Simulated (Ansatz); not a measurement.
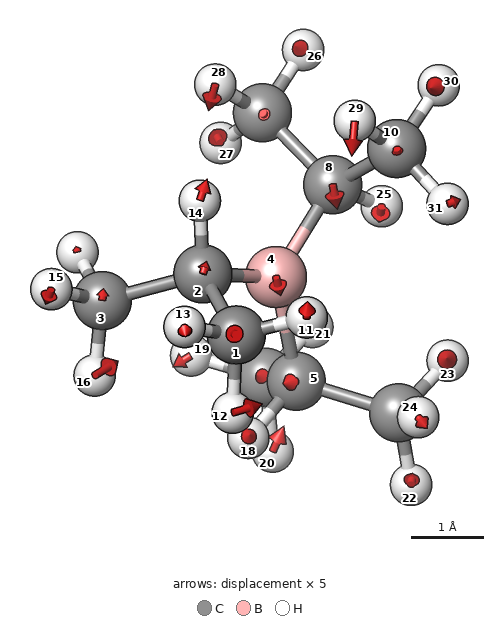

A relaxation of C₉H₂₁B (coarse preliminary run). The starting structure is drawn; red arrows show the displacements, 5 times their true length. The two geometries are superimposed by the best rigid fit.

Style: ball-and-stick. Shown from a free direction.

The start comes from a force field.

The calculation used Ansatz, RKS PBE-D4/def2-SVP.

The input:
```yaml
crystal:
  periodic: [false, false, false]
  atoms:
    - {symbol: C, position_ang: [1.302900, -0.565000, 2.215400]}
    - {symbol: C, position_ang: [1.078800, 0.498100, 1.073400]}
    - {symbol: C, position_ang: [0.674100, 1.880400, 1.614800]}
    - {symbol: B, position_ang: [0.066500, 0.004500, -0.007100]}
    - {symbol: C, position_ang: [-1.536700, -0.254300, 0.431500]}
    - {symbol: C, position_ang: [-2.489000, 0.700800, -0.310800]}
    - {symbol: C, position_ang: [-1.914500, -1.711700, 0.269400]}
    - {symbol: C, position_ang: [0.471800, -0.255200, -1.540500]}
    - {symbol: C, position_ang: [0.941700, 1.032900, -2.149700]}
    - {symbol: C, position_ang: [1.487500, -1.381700, -1.593500]}
    - {symbol: H, position_ang: [1.527200, -1.510600, 1.808000]}
    - {symbol: H, position_ang: [0.338600, -0.622800, 2.809600]}
    - {symbol: H, position_ang: [2.015800, -0.166000, 2.873600]}
    - {symbol: H, position_ang: [2.037900, 0.614400, 0.582200]}
    - {symbol: H, position_ang: [1.507000, 2.230400, 2.308900]}
    - {symbol: H, position_ang: [-0.237500, 1.871900, 2.219500]}
    - {symbol: H, position_ang: [0.608200, 2.639000, 0.798400]}
    - {symbol: H, position_ang: [-1.641300, 0.008700, 1.544800]}
    - {symbol: H, position_ang: [-2.187400, 1.735600, -0.149700]}
    - {symbol: H, position_ang: [-3.566800, 0.582100, 0.086200]}
    - {symbol: H, position_ang: [-2.513000, 0.470400, -1.413700]}
    - {symbol: H, position_ang: [-2.945300, -1.910700, 0.642500]}
    - {symbol: H, position_ang: [-1.902600, -1.976200, -0.845900]}
    - {symbol: H, position_ang: [-1.252400, -2.363700, 0.821300]}
    - {symbol: H, position_ang: [-0.416700, -0.629800, -2.094200]}
    - {symbol: H, position_ang: [1.145300, 0.865400, -3.261700]}
    - {symbol: H, position_ang: [0.160400, 1.779900, -2.096300]}
    - {symbol: H, position_ang: [1.886600, 1.404800, -1.674800]}
    - {symbol: H, position_ang: [2.441900, -1.091500, -1.122000]}
    - {symbol: H, position_ang: [1.706800, -1.573600, -2.706100]}
    - {symbol: H, position_ang: [1.096600, -2.313600, -1.137700]}
basis:
  gaussian: {orbitals: def2-SVP}
hamiltonian: {xc: pbe, dispersion: d4}
relax: {f_tol: 0.03, max_steps: 200}
```

Run as
```bash
ansatz run in.yaml --threads 4 --pin off --events-out ev --progress --plain --max-ram 66560MiB --backend cuda --devices 0, --max-vram 37GiB
```

> Atoms of which element are displaced furthest, and by how much?

Hydrogen: up to 0.13 Å, against 0.08 Å for carbon.

> Describe the change and its energy.

Over 5 geometry steps the energy falls by 13.8 kcal/mol. Largest force component: 3.3 eV/Å at the start, 0.0027 eV/Å at the end. The atom that moves furthest after the best rigid fit is H21 (0.13 Å). Largest moves by element: H 0.13 Å, C 0.08 Å, B 0.07 Å. Some distances before and after: B4–C5 1.682 → 1.591 Å, C1–H11 1.054 → 1.110 Å, C8–C9 1.500 → 1.542 Å, C10–H30 1.150 → 1.112 Å. Bond angles that change, for instance: H11–C1–H13 116.1° → 107.3°, C8–C10–H30 106.6° → 111.2°, C2–C1–H12 107.0° → 111.6°. The run took about 30 s of wall time on a shared GPU.
